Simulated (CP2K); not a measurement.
# CH3ClF2Ge (SMILES F[CH2][GeH]([F])[Cl]): AM1

Aim: the vertical singlet–triplet gap of CH3ClF2Ge at AM1, from 2 runs. 

The calculation is run with CP2K 2026.2.

1 further run of the same task is left out (it didn't finish).

**1. Starting point**

The species is CH3ClF2Ge (8 atoms), meant as a singlet with charge 0. As SMILES, `F[CH2][GeH]([F])[Cl]`. Geometry: a GFN2-xTB relaxation, a rough one for these elements and not checked as a minimum. This is one conformer, not always the lowest.

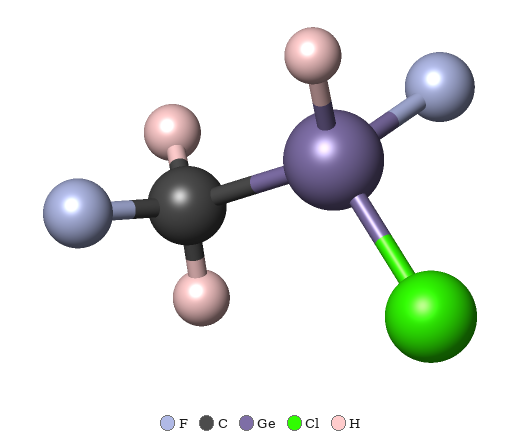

The structure, seen from a chosen angle (fluorine light blue, carbon dark grey, germanium purple, chlorine green, hydrogen pink).

**2. Energy and gradient at AM1**

Contents of molecule.xyz:

```xyz
8

F     -0.124120     0.452140     1.989790
C      0.585770     0.425540     0.817370
Ge    -0.538410    -0.416160    -0.625960
F      0.692110    -1.033550    -1.732980
Cl    -1.657910     0.949820    -1.737240
H      1.490850    -0.158940     0.994920
H      0.852260     1.456370     0.569860
H     -1.300550    -1.675230    -0.275770
```

Contents of qs.inp:

```
&GLOBAL
 PROJECT_NAME qs
 RUN_TYPE ENERGY_FORCE
 PRINT_LEVEL MEDIUM
&END

&FORCE_EVAL
 METHOD QS
 &DFT
  CHARGE 0
  MULTIPLICITY 1
  &QS
   METHOD AM1
   EPS_DEFAULT 1.0E-10
   &SE
    &COULOMB
     CUTOFF [angstrom] 50
     RC_RANGE [angstrom] 0
    &END
    &EXCHANGE
     CUTOFF [angstrom] 50
     RC_RANGE [angstrom] 0
    &END
   &END
  &END
  &POISSON
   PERIODIC NONE
   POISSON_SOLVER ANALYTIC
  &END
  &SCF
   SCF_GUESS ATOMIC
   EPS_SCF 1.0E-07
   MAX_SCF 150
   ADDED_MOS 4
   &DIAGONALIZATION
    ALGORITHM STANDARD
   &END
   &MIXING
    METHOD DIRECT_P_MIXING
    ALPHA 0.4
   &END
  &END
  &PRINT
   &MOMENTS
    PERIODIC F
    REFERENCE COM
    MAX_MOMENT 1
   &END
   &MO ON
    ENERGIES T
    OCCUPATION_NUMBERS T
    NDIGITS 6
    &EACH
     QS_SCF 0
    &END
    ADD_LAST NUMERIC
   &END
   &HIRSHFELD OFF
   &END
  &END
 &END
 &SUBSYS
  &CELL
   ABC [angstrom] 11.1 11.1 11.7
   PERIODIC NONE
  &END
  &TOPOLOGY
   COORD_FILE_NAME molecule.xyz
   COORD_FILE_FORMAT XYZ
   &CENTER_COORDINATES
   &END
  &END
 &END
 &PRINT
  &FORCES ON
  &END
 &END
&END
```

Run with:

```bash
$ OMP_NUM_THREADS=1 cp2k.psmp -i qs.inp -o qs.out
```

The program printed (excerpt; [...] marks lines left out):

```text
CP2K| version string:                                       CP2K version 2026.2
[...]
 GLOBAL| Method name                                                        CP2K
[...]
 GLOBAL| Run type                                                   ENERGY_FORCE
[...]
                             - Atoms:                                          8
[...]
                             - Spherical basis functions:                     23
[...]
 Number of electrons:                                                         32
[...]
     1 P_Mix/Diag. 0.40E+00    0.0     0.80003400       -53.9233681077 -5.39E+01
[...]
    22 DIIS/Diag.  0.42E-07    0.0     0.00000007       -58.7236945310  2.13E-14
  *** SCF run converged in    22 steps ***
  Core-core repulsion energy [eV]:                           2128.77861425609444
  Core Hamiltonian energy [eV]:                             -2660.77366397587639
  Two-electron integral energy [eV]:                        -2131.91588727954922
  Electronic energy [eV]:                                   -3726.73160761565123
  Total energy [eV]:                                        -1597.95299335955633
  Atomic reference energy [eV]:                              1591.45822135914455
  Heat of formation [kcal/mol]:                              -149.77301223925971
[...]
 SE_DIPOLE| Moment [Debye]         -0.32288230       0.68948653      -1.17920700
 SE_DIPOLE| Derivative [a.u.]       0.00000000       0.00000000       0.00000000
 ENERGY| Total FORCE_EVAL ( QS ) energy [hartree]            -58.723694531049993
 FORCES| Atomic forces [hartree/bohr]
 FORCES|   Atom     x               y               z               |f|
 FORCES|      1 -7.20849029E-03  2.00728494E-04  1.11071283E-02   1.32427687E-02
 FORCES|      2 -1.70541442E-02 -1.06853891E-03  6.48411553E-03   1.82764702E-02
 FORCES|      3  4.11895753E-02 -2.64632417E-02 -2.04146565E-02   5.30437788E-02
 FORCES|      4 -2.05449628E-02  1.36362741E-02  1.92216684E-02   3.12652524E-02
 FORCES|      5 -9.87277141E-03  1.43440977E-02 -8.07049079E-03   1.91926438E-02
 FORCES|      6  1.55698855E-02 -1.07670810E-02 -3.89748666E-03   1.93272287E-02
 FORCES|      7  5.42243983E-03  1.49316875E-02 -9.61859317E-03   1.85708234E-02
 FORCES|      8 -7.50153195E-03 -4.81392632E-03  5.18831486E-03   1.03133641E-02
 FORCES| Sum    -8.32667268E-16 -8.60422844E-16 -7.70217223E-16
 FORCES| Total atomic force                                       1.42369127E-15
[...]
```

Wall time 0.22 s (1 thread of Arm Neoverse V2, shared host).

**3. The triplet, same level**

molecule.xyz is that of step 2.

Contents of mol.inp:

```
&FORCE_EVAL
    METHOD QS
    &DFT
        CHARGE 0
        MULTIPLICITY 3
        UNRESTRICTED_KOHN_SHAM T
        &QS
            METHOD AM1
            EPS_DEFAULT 1.0E-10
            &SE
                &COULOMB
                    CUTOFF [angstrom] 50
                    RC_RANGE [angstrom] 0
                &END
                &EXCHANGE
                    CUTOFF [angstrom] 50
                    RC_RANGE [angstrom] 0
                &END
            &END
        &END
        &POISSON
            PERIODIC NONE
            POISSON_SOLVER ANALYTIC
        &END
        &SCF
            SCF_GUESS ATOMIC
            EPS_SCF 1.0E-07
            MAX_SCF 100
            ADDED_MOS 4
            &DIAGONALIZATION
                ALGORITHM STANDARD
            &END
            &MIXING
                METHOD DIRECT_P_MIXING
                ALPHA 0.4
            &END
        &END
        &PRINT
            &MOMENTS
                PERIODIC F
                REFERENCE COM
                MAX_MOMENT 1
            &END
            &MO ON
                ENERGIES T
                OCCUPATION_NUMBERS T
                NDIGITS 6
                &EACH
                    QS_SCF 0
                &END
                ADD_LAST NUMERIC
            &END
            &HIRSHFELD OFF
            &END
        &END
    &END
    &SUBSYS
        &CELL
            ABC [angstrom] 11.1 11.1 11.7
            PERIODIC NONE
        &END
        &TOPOLOGY
            COORD_FILE_NAME molecule.xyz
            COORD_FILE_FORMAT XYZ
            &CENTER_COORDINATES
            &END
        &END
    &END
    &PRINT
        &FORCES ON
        &END
    &END
&END

&GLOBAL
    PROJECT_NAME mol
    RUN_TYPE ENERGY_FORCE
    PRINT_LEVEL MEDIUM
&END
```

Run with:

```bash
$ OMP_NUM_THREADS=1 cp2k.psmp -i mol.inp -o mol.out
```

The program printed (excerpt; [...] marks lines left out):

```text
CP2K| version string:                                       CP2K version 2026.2
[...]
 GLOBAL| Method name                                                        CP2K
[...]
 GLOBAL| Run type                                                   ENERGY_FORCE
[...]
                             - Atoms:                                          8
[...]
                             - Spherical basis functions:                     23
[...]
 Number of electrons:                                                         17
[...]
     1 P_Mix/Diag. 0.40E+00    0.0     0.40647777       -53.9233681077 -5.39E+01
[...]
    86 DIIS/Diag.  0.13E-07    0.0     0.00000006       -58.5897014891  7.88E-10
  *** SCF run converged in    86 steps ***
  Core-core repulsion energy [eV]:                           2128.77861425609444
  Core Hamiltonian energy [eV]:                             -2643.51297769053735
  Two-electron integral energy [eV]:                        -2159.14498765106282
  Electronic energy [eV]:                                   -3723.08547151606899
  Total energy [eV]:                                        -1594.30685725997432
  Atomic reference energy [eV]:                              1591.45822135914455
  Heat of formation [kcal/mol]:                               -65.69110965144610
[...]
 ENERGY| Total FORCE_EVAL ( QS ) energy [hartree]            -58.589701489064211
 FORCES| Atomic forces [hartree/bohr]
 FORCES|   Atom     x               y               z               |f|
 FORCES|      1  3.05060699E-03 -2.67826592E-03 -1.72296711E-02   1.77014372E-02
 FORCES|      2  4.40787170E-03  1.83536475E-02  7.56829178E-02   7.80012164E-02
 FORCES|      3  1.30982912E-02 -2.63271247E-02 -5.56259623E-02   6.29200319E-02
 FORCES|      4 -1.69143569E-02  1.24209954E-02  2.08549859E-02   2.95855883E-02
 FORCES|      5 -8.25478945E-03  9.36539175E-03 -5.42854075E-03   1.36132717E-02
 FORCES|      6  1.26275109E-02 -1.99432809E-02 -9.31352360E-03   2.53757799E-02
 FORCES|      7 -3.21422651E-03  1.47065446E-02 -1.87729661E-02   2.40632077E-02
 FORCES|      8 -4.80090794E-03 -5.89790785E-03  9.83276018E-03   1.24304950E-02
 FORCES| Sum     7.77156117E-16 -1.11022302E-16  1.50573998E-15
 FORCES| Total atomic force                                       1.69810202E-15
[...]
```

It took 0.36 s on 1 thread of Arm Neoverse V2, shared host.

**4. Outcome**

At AM1:

```
                                          quantity            value
                             singlet: total energy     -58.72369 Eh
                            singlet: dipole moment           1.40 D
                              singlet: HOMO energy        -11.23 eV
                              singlet: LUMO energy         -1.04 eV
                            singlet: HOMO–LUMO gap         10.20 eV
singlet: heat of formation at this unrelaxed shape  -149.8 kcal/mol
                 singlet: largest force on an atom       2.728 eV/Å
                             triplet: total energy     -58.58970 Eh
                            triplet: dipole moment           3.15 D
       triplet: HOMO energy (highest over α and β)         -7.80 eV
        triplet: LUMO energy (lowest over α and β)         -4.55 eV
triplet: heat of formation at this unrelaxed shape   -65.7 kcal/mol
                 triplet: largest force on an atom       4.011 eV/Å
  vertical energy of the triplet above the singlet         3.646 eV
```

**Reading.** At this shape the triplet lies 3.65 eV (352 kJ/mol) above the singlet. The largest force (singlet) is 2.73 eV/Å: the shape isn't a stationary point for this species at this level.
